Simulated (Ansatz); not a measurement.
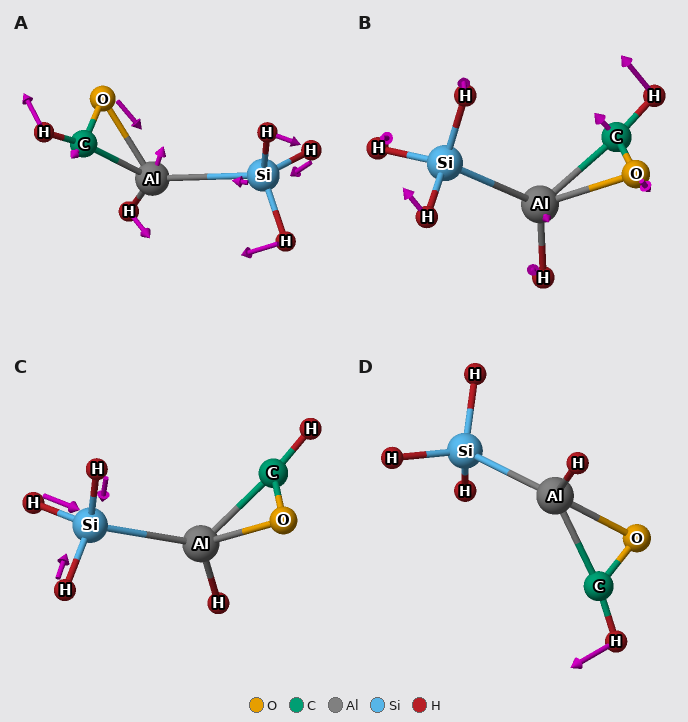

4 normal modes of one molecule or complex, as arrows. Harmonic vibrations computed with RKS PBE0-D4/def2-TZVP (Ansatz 0.2.0) at a stationary point of the same level.

Match the panels to the wavenumbers 162 cm⁻¹, 345 cm⁻¹, 1320 cm⁻¹, 2194 cm⁻¹.

Answer. A: 345 cm⁻¹
B: 162 cm⁻¹
C: 2194 cm⁻¹, in-phase stretching of 3 Si–H bonds
D: 1320 cm⁻¹, H–C–O bending
